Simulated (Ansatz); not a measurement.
**Relaxing graphene zigzag nanoribbon, H-capped, B on C sites (72 atoms)**

Aim: bring graphene zigzag nanoribbon, H-capped, B on C sites (72 atoms) to a nearby minimum of the energy and see what moves.

Main program and level: Ansatz 0.2.0; Kohn-Sham DFT, PBEsol, PAW (set soft_2), plane waves.

## (1) The structure

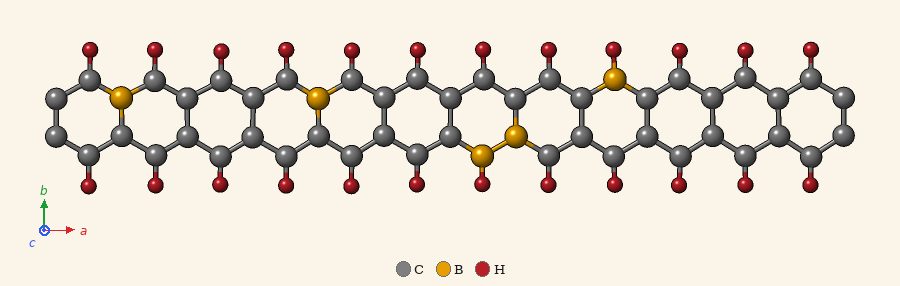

Start, viewed from the side, with the a axis across the page; carbon grey, boron orange, hydrogen red. Some periodic images of atoms are drawn too.

The cell holds 72 atoms: 43 C, 5 B and 24 H. Cell: a = 29.520 Å, b = 15.021 Å, c = 10.000 Å, α = 90.0°, β = 90.0°, γ = 90.0°. It derives from C (graphene) and B. Graphene (a = 2.46 Å), rectangular cell with x along the zigzag direction; strip nominally 6 Å wide, 12 periods, edges capped with H, 10 Å of vacuum, 5 of 48 C replaced by B at random; not relaxed, displaced by a Gaussian of 0.02 Å. Regions: sheet, 48 atoms (43 C and 5 B); hydrogen, 24 atoms (24 H). Vacuum lies along b and c. The structure repeats along a.

Before any run, some limits are plain. The main run has no spin polarisation, so any moments at edges, vacancies or dangling bonds can't form in it. The electron count is odd and the run has no spin polarisation, so levels at the top are partly filled by construction. The Brillouin zone is sampled at Γ only, in a cell whose periodic width is 30 Å.

## (2) Single point at the start

A single point comes first, to see the forces before anything moves.

input.yaml

```yaml
crystal:
  lattice:
    - [29.52, 0.0, 0.0]
    - [0.0, 15.02056, 0.0]
    - [0.0, 0.0, 10.0]
  atoms:
    - { symbol: C, position: [0.99949, 0.45412, 0.50244] }
    - { symbol: C, position: [0.04102, 0.40749, 0.49822] }
    - { symbol: C, position: [0.04234, 0.59307, 0.49811] }
    - { symbol: C, position: [0.99974, 0.54743, 0.50248] }
    - { symbol: C, position: [0.08307, 0.4553, 0.49707] }
    - { symbol: C, position: [0.1262, 0.40727, 0.50503] }
    - { symbol: C, position: [0.12485, 0.59152, 0.49859] }
    - { symbol: B, position: [0.08237, 0.54956, 0.49814] }
    - { symbol: C, position: [0.16659, 0.4529, 0.49859] }
    - { symbol: C, position: [0.20855, 0.40397, 0.49575] }
    - { symbol: C, position: [0.20894, 0.59172, 0.5015] }
    - { symbol: C, position: [0.16595, 0.54809, 0.49785] }
    - { symbol: C, position: [0.24901, 0.4517, 0.49946] }
    - { symbol: C, position: [0.29186, 0.40404, 0.50219] }
    - { symbol: C, position: [0.29258, 0.59502, 0.50067] }
    - { symbol: C, position: [0.25001, 0.54904, 0.49896] }
    - { symbol: C, position: [0.33295, 0.45424, 0.50141] }
    - { symbol: C, position: [0.37487, 0.40478, 0.49956] }
    - { symbol: C, position: [0.37513, 0.594, 0.50159] }
    - { symbol: B, position: [0.33234, 0.54737, 0.49982] }
    - { symbol: C, position: [0.41582, 0.4554, 0.50192] }
    - { symbol: C, position: [0.45829, 0.40808, 0.49826] }
    - { symbol: C, position: [0.45819, 0.59664, 0.50098] }
    - { symbol: C, position: [0.41625, 0.54968, 0.50119] }
    - { symbol: C, position: [0.5, 0.45262, 0.50256] }
    - { symbol: B, position: [0.54074, 0.40459, 0.50127] }
    - { symbol: C, position: [0.54286, 0.59495, 0.50001] }
    - { symbol: C, position: [0.50057, 0.54807, 0.50002] }
    - { symbol: B, position: [0.58364, 0.45264, 0.50238] }
    - { symbol: C, position: [0.62545, 0.40552, 0.497] }
    - { symbol: C, position: [0.62667, 0.59468, 0.49729] }
    - { symbol: C, position: [0.58282, 0.54591, 0.49828] }
    - { symbol: C, position: [0.66699, 0.45165, 0.50472] }
    - { symbol: C, position: [0.70779, 0.40309, 0.49883] }
    - { symbol: B, position: [0.70922, 0.59391, 0.50056] }
    - { symbol: C, position: [0.66698, 0.54706, 0.49968] }
    - { symbol: C, position: [0.75013, 0.45238, 0.50385] }
    - { symbol: C, position: [0.79255, 0.40311, 0.50038] }
    - { symbol: C, position: [0.79108, 0.59469, 0.49877] }
    - { symbol: C, position: [0.74996, 0.54664, 0.5021] }
    - { symbol: C, position: [0.83377, 0.45385, 0.49427] }
    - { symbol: C, position: [0.87484, 0.40401, 0.50169] }
    - { symbol: C, position: [0.87475, 0.59772, 0.50099] }
    - { symbol: C, position: [0.83292, 0.54762, 0.49906] }
    - { symbol: C, position: [0.91769, 0.45309, 0.5011] }
    - { symbol: C, position: [0.95842, 0.40144, 0.4992] }
    - { symbol: C, position: [0.95815, 0.59441, 0.49835] }
    - { symbol: C, position: [0.91639, 0.54594, 0.49899] }
    - { symbol: H, position: [0.0408, 0.33089, 0.50184] }
    - { symbol: H, position: [0.04268, 0.66859, 0.50144] }
    - { symbol: H, position: [0.12597, 0.3328, 0.49818] }
    - { symbol: H, position: [0.12511, 0.66852, 0.50136] }
    - { symbol: H, position: [0.20812, 0.33459, 0.49542] }
    - { symbol: H, position: [0.20946, 0.66455, 0.49892] }
    - { symbol: H, position: [0.2916, 0.33193, 0.50085] }
    - { symbol: H, position: [0.29157, 0.66816, 0.50425] }
    - { symbol: H, position: [0.3745, 0.33022, 0.49971] }
    - { symbol: H, position: [0.37528, 0.66598, 0.49969] }
    - { symbol: H, position: [0.45779, 0.3344, 0.49766] }
    - { symbol: H, position: [0.45878, 0.66703, 0.50171] }
    - { symbol: H, position: [0.54063, 0.33483, 0.50288] }
    - { symbol: H, position: [0.54191, 0.66799, 0.49878] }
    - { symbol: H, position: [0.62476, 0.33269, 0.5009] }
    - { symbol: H, position: [0.62535, 0.66707, 0.49601] }
    - { symbol: H, position: [0.70917, 0.333, 0.49985] }
    - { symbol: H, position: [0.70747, 0.66755, 0.4972] }
    - { symbol: H, position: [0.79063, 0.3315, 0.49994] }
    - { symbol: H, position: [0.79157, 0.66463, 0.49992] }
    - { symbol: H, position: [0.87491, 0.33221, 0.50095] }
    - { symbol: H, position: [0.87485, 0.665, 0.50369] }
    - { symbol: H, position: [0.95734, 0.33164, 0.50211] }
    - { symbol: H, position: [0.95819, 0.66685, 0.49996] }
kpoints:
  mp_grid: { grid: [1, 1, 1] }
hamiltonian:
  xc: pbesol
scf:
  occupations: { method: gaussian, width: 0.05 }
output:
  forces: true
  populations: intrinsic
  dos:
    method: { smearing: { sigma: 0.08 } }
    de: 0.1
    projected:
      site_lists:
        B: [B]
        C: [C]
        H: [H]
        sheet: [0, 1, 2, 3, 4, 5, 6, 7, 8, 9, 10, 11, 12, 13, 14, 15, 16, 17, 18, 19, 20, 21, 22, 23, 24, 25, 26, 27, 28, 29, 30, 31, 32, 33, 34, 35, 36, 37, 38, 39, 40, 41, 42, 43, 44, 45, 46, 47]
        hydrogen: [48, 49, 50, 51, 52, 53, 54, 55, 56, 57, 58, 59, 60, 61, 62, 63, 64, 65, 66, 67, 68, 69, 70, 71]
  eigenvalues: true
```

Command:

```bash
$ ansatz run input.yaml --threads 4 --pin off --max-ram 8192MiB --backend cpu --events-out ev --progress --plain --runs-dir out
```

Numbers of over 12 decimals in the logs are rounded to 6 here.

The program printed:

```text
Engine: ansatz 0.2.0, aarch64-unknown-linux-gnu
Pseudopotentials: kind: paw
Pseudopotential: C, paw, valence charge 4, recommended cutoff 420 eV (normal), C.paw.azcp
Pseudopotential: B, paw, valence charge 3, recommended cutoff 420 eV (normal), B.paw.azcp
Pseudopotential: H, paw, valence charge 1, recommended cutoff 420 eV (normal), H.paw.azcp
[... 3 lines on functional and potentials left out ...]
Crystal: 72 atoms, lattice volume = 4434.069 Å³
Basis set: ecut = 420 eV, 86621 PW (Γ), exchange–correlation on 400×216×144 points (8 copies of the dense FFT grid, shifted against one another)
Bands: 178, of which v1, the nominal top of the filled ones, is band 106 counted from 1 (105 counted from 0)
Symmetry: 1 space group operations
Space group: P1 (ITA 1), of the structure as read, at distance tolerance 1.6e-4 Å
k-points: 1
[... 9 lines on functional and potentials left out ...]
Initial density: superposition of atomic densities (neutral atoms: chi_scale 0, normalization atom), corrected by the library's trained network
Initial wavefunctions: pseudopotential atomic-orbital guess
Functional: x = pbesol(κ = 0.804, μ = 0.123457), c = pbesol(β = 0.046)
SCF iter   1: F=—  HF=-11730.951948 eV  |F-HF|=—  |Δ(HF+E_count)|=         —  Δρ=4.86e-3  dr2=3.26e0  ethr=1.77e-3  ⟨swp⟩=7.0  Hψ=918  notcnv=0  defer=50
preconditioner: auto → LDOS  [insulator: Δε(μ)=0.830 eV  Ē_g=12.732 eV  σ=0.050 eV  W_gap=0.50  n_scr=332 (ndim 8)  ℏωp=8.1 eV  f_vac=0.794  D(μ)=22.61/eV (n_scr^D=70)  ε∞_Penn≈1.4  β→1.0]
SCF iter   2: F=—  HF=-11730.770652 eV  |F-HF|=—  |Δ(HF+E_count)|=   1.81e-1  Δρ=5.55e-3  dr2=2.85e0  ethr=1.54e-3  ⟨swp⟩=2.0  Hψ=308  notcnv=0  defer=67
SCF iter   3: F=—  HF=-11730.459624 eV  |F-HF|=—  |Δ(HF+E_count)|=   3.11e-1  Δρ=1.83e-3  dr2=5.12e-1  ethr=1.35e-3  ⟨swp⟩=2.0  Hψ=178  notcnv=0  defer=67
SCF iter   4: F=—  HF=-11730.441335 eV  |F-HF|=—  |Δ(HF+E_count)|=   1.83e-2  Δρ=1.39e-3  dr2=2.31e-1  ethr=2.43e-4  ⟨swp⟩=2.0  Hψ=295  notcnv=0  defer=67
SCF iter   5: F=—  HF=-11730.425610 eV  |F-HF|=—  |Δ(HF+E_count)|=   1.57e-2  Δρ=8.57e-4  dr2=9.80e-2  ethr=1.10e-4  ⟨swp⟩=2.0  Hψ=201  notcnv=0  defer=67
SCF iter   6: F=—  HF=-11730.421230 eV  |F-HF|=—  |Δ(HF+E_count)|=   4.38e-3  Δρ=5.55e-4  dr2=3.48e-2  ethr=4.64e-5  ⟨swp⟩=2.0  Hψ=139  notcnv=0  defer=67
SCF iter   7: F=—  HF=-11730.421151 eV  |F-HF|=—  |Δ(HF+E_count)|=   7.89e-5  Δρ=4.22e-4  dr2=1.74e-2  ethr=1.65e-5  ⟨swp⟩=2.0  Hψ=140  notcnv=0  defer=67
SCF iter   8: F=—  HF=-11730.421032 eV  |F-HF|=—  |Δ(HF+E_count)|=   1.19e-4  Δρ=3.06e-4  dr2=1.08e-2  ethr=8.25e-6  ⟨swp⟩=2.0  Hψ=189  notcnv=0  defer=67
SCF iter   9: F=—  HF=-11730.420954 eV  |F-HF|=—  |Δ(HF+E_count)|=   7.82e-5  Δρ=2.26e-4  dr2=5.60e-3  ethr=5.10e-6  ⟨swp⟩=3.0  Hψ=197  notcnv=0  defer=67
SCF iter  10: F=—  HF=-11730.420968 eV  |F-HF|=—  |Δ(HF+E_count)|=   1.40e-5  Δρ=1.63e-4  dr2=3.04e-3  ethr=2.65e-6  ⟨swp⟩=2.0  Hψ=126  notcnv=0  defer=67
[...]
SCF iter  21: F=—  HF=-11730.421475 eV  |F-HF|=—  |Δ(HF+E_count)|=   4.24e-6  Δρ=7.05e-6  dr2=5.51e-6  ethr=4.48e-9  ⟨swp⟩=2.0  Hψ=112  notcnv=0  defer=67
SCF iter  22: F=—  HF=-11730.421479 eV  |F-HF|=—  |Δ(HF+E_count)|=   3.75e-6  Δρ=5.50e-6  dr2=3.47e-6  ethr=2.61e-9  ⟨swp⟩=2.0  Hψ=117  notcnv=0  defer=67
SCF iter  23: F=—  HF=-11730.421480 eV  |F-HF|=—  |Δ(HF+E_count)|=   1.92e-6  Δρ=4.25e-6  dr2=2.20e-6  ethr=1.64e-9  ⟨swp⟩=1.0  Hψ=111  notcnv=0  defer=67
SCF iter  24: F=—  HF=-11730.421482 eV  |F-HF|=—  |Δ(HF+E_count)|=   1.15e-6  Δρ=3.54e-6  dr2=1.39e-6  ethr=1.04e-9  ⟨swp⟩=2.0  Hψ=114  notcnv=0  defer=67
SCF iter  25: F=—  HF=-11730.421483 eV  |F-HF|=—  |Δ(HF+E_count)|=   9.59e-7  Δρ=2.92e-6  dr2=8.77e-7  ethr=6.59e-10  ⟨swp⟩=2.0  Hψ=115  notcnv=0  defer=67
SCF iter  26: F=—  HF=-11730.421483 eV  |F-HF|=—  |Δ(HF+E_count)|=   6.98e-7  Δρ=2.40e-6  dr2=4.98e-7  ethr=4.16e-10  ⟨swp⟩=2.0  Hψ=137  notcnv=0  defer=67
SCF iter  27: F=—  HF=-11730.421484 eV  |F-HF|=—  |Δ(HF+E_count)|=   4.15e-7  Δρ=1.93e-6  dr2=3.13e-7  ethr=2.36e-10  ⟨swp⟩=2.0  Hψ=133  notcnv=0  defer=67
SCF iter  28: F=—  HF=-11730.421484 eV  |F-HF|=—  |Δ(HF+E_count)|=   2.95e-7  Δρ=1.50e-6  dr2=1.81e-7  ethr=1.48e-10  ⟨swp⟩=2.0  Hψ=115  notcnv=0  defer=67
SCF iter  29: F=—  HF=-11730.421484 eV  |F-HF|=—  |Δ(HF+E_count)|=   2.18e-7  Δρ=1.15e-6  dr2=1.05e-7  ethr=8.58e-11  ⟨swp⟩=2.0  Hψ=115  notcnv=0  defer=67
SCF iter  30: F=-11730.421485 eV  HF=-11730.421484 eV  |F-HF|=4.60e-7  |Δ(HF+E_count)|=   1.16e-7  Δρ=8.87e-7  dr2=6.12e-8  ethr=4.74e-11  ⟨swp⟩=30.0  Hψ=2039  notcnv=0
SCF 1 converged in 30 iterations: F = -11730.421485 eV  dr2 = 6.12e-8
  greatest PAW one-centre occupation: 0.694 electrons in one spin orbital (limit 2), on the C atom at site 6 (counted from 0), in its partial waves of l = 0
SCF converged after 30 iterations
Free energy (F): -11730.421485 eV
Harris-Foulkes:  -11730.421484 eV  (|F-HF|=4.60e-7)
Internal energy: -11730.393251 eV  (E = F + TS)
E sigma→0 (E₀):  -11730.407368 eV
Entropy (-TS):   -0.028234 eV (-0.392 meV/atom)
Fermi energy:    -3.284780 eV
--- Per-component energies (eV) ---
  E_band       = -2336.200927
  E_kinetic    = 4474.514448
  E_local      = -43656.067727  (includes V_loc(G=0)·N_el)
  E_nonlocal   = 1296.681258
  E_hartree    = 19435.802580
  E_xc         = -2409.279029
  E_vxc        = -2995.233242  (∫ρ·V_xc dr)
  E_paw        = -4496.102026  (= ΣΔE_a)
  E_vpaw       = -327.669815  (= ΣTr[D̂ρ^β])
  E_aug_tail   = -0.032306  (compensation charges beyond the density's cutoff)
  E_ewald      = 13623.108675
  E_core_change = 0.980876  (= ΣΔE_core)
  E_smearing   = -0.028234  (= −TS)
  E_closure    = 0.000000  (closes the sum)
  Σ components = -11730.421485   (vs F -11730.421485, Δ=0.00e0)
--- Forces (eV/Å), atoms counted from 1 ---
  atom   1  C     -0.50234188    -3.75909512    -0.41246856
  atom   2  C      1.57457783    -0.72345496     0.28685365
  atom   3  C     -5.90464810     3.97255374     0.39291109
  atom   4  C     -0.20688246     2.73958048    -0.41380238
  atom   5  C      0.10212833    -6.42731864     0.54057623
  atom   6  C     -2.51679424    -0.33524419    -0.97336119
  atom   7  C      2.96516458     4.40431293     0.07683280
  atom   8  B      2.25777026    -1.05908982    -0.19220944
  atom   9  C      0.99443501    -1.56877827     0.07638627
  atom  10  C     -0.76057887     3.53664974     0.29098124
  atom  11  C     -1.35721681     0.63123654    -0.40537181
  atom  12  C      1.68022376     0.57510939     0.26116520
  atom  13  C      1.74097553    -1.24070457    -0.13808189
  atom  14  C     -0.34758655     2.08723319    -0.22426692
[...]
atom  71  H      0.13560957    -1.54332994    -0.03477705
  atom  72  H     -0.01483171     0.17404476    -0.07541152
  max |Σ_I F_I| component: 3.54e-5 eV/Å
--- Band table (eV) ---
  k-point 0: bands = ["-21.3740", "-21.0592", "-20.7327", "-20.5905", [... 162 levels ...], "2.8833", "2.9482", "2.9633", "2.9881", "3.0233", "3.0631", "3.0734", "3.1127", "3.1142", "3.2037", "3.2252", "3.2381"]
--- intrinsic populations: 72 sites ---
  site symbol       q [e]
     0      C      4.0003
     1      C      4.1342
     2      C      4.2335
[...]
71      H      0.8054
  spilling = -0.000000 (of n_electrons = 211.000000)
```

The job ended after 55 s (4 threads of Arm Neoverse V2, shared host; peak memory 3.1 GiB; 3.4 min of CPU time).

The column dr2 measures how far the density is from self-consistency, as an energy; F and HF (Harris–Foulkes) agree once it is small.

The run gave:

| Quantity | Value |
| --- | --- |
| free energy | -11730.4215 eV |
| free energy per atom | -162.9225 eV/atom |
| SCF cycles | 30 |
| r.m.s. force component | 1.805 eV/Å |
| longest force | 7.155 eV/Å |
| Fermi energy | -3.285 eV |
| levels partly filled by over 2 per cent | 1 |

The r.m.s. force component of 1.8 eV/Å sets the starting point.

Length of the force by element:

```csv
element,coordination,atoms,mean length of the force (eV/Å),spread,least,most
B,all,5,2.30,0.722,1.01,3.24
C,all,43,3.33,1.71,0.926,7.16
H,all,24,1.24,1.22,0.0933,5.53
```

(Part 1 of 3 ends here.)

[Logs are printed without paths, hosts, clocks, repeated set-up lines and the standing remarks that a program may print on its own settings, such as how far it seeks lower states.]

[Hosts, paths, dates, database ids (printed as entryN), source tags and the programs' standing remarks are cut or masked in the printed files.]
